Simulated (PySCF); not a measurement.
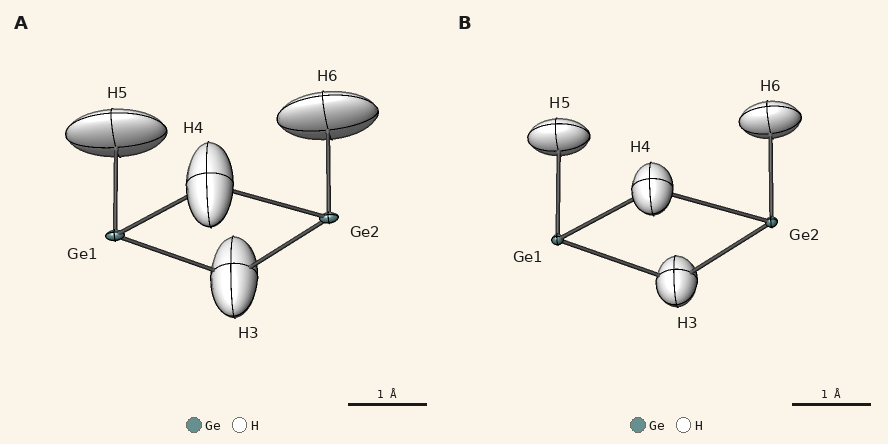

Displacement ellipsoids at the 50 % level, scaled by 1.5, from the internal vibrations of the free molecule (harmonic, no overall translation or rotation; no half-axis is drawn under 0.075 Å). Vibrations computed with RKS-based PBE0, Ge def2-TZVP, H def2-TZVP; non-relativistic; density fitting (PySCF 2.14.0). One panel is for 100 K, the other for 900 K.

> Which panel is for 900 K?

A.

> How much does the mean-square displacement of H5 grow, and why?

U_eq goes from 0.0185 to 0.0422 Å², a factor of 2.3. Modes below kT (626 cm⁻¹ at 900 K) grow about in proportion to T, and the lowest lies at 230 cm⁻¹; the mean-square amplitude of a mode is its zero-point value times coth(ħω/2kT), which comes close to 1 only above about 3kT.

This isn't the lowest structure that the search found: a singlet minimum of C2h symmetry lies 44 kJ/mol lower at the level of the geometry.
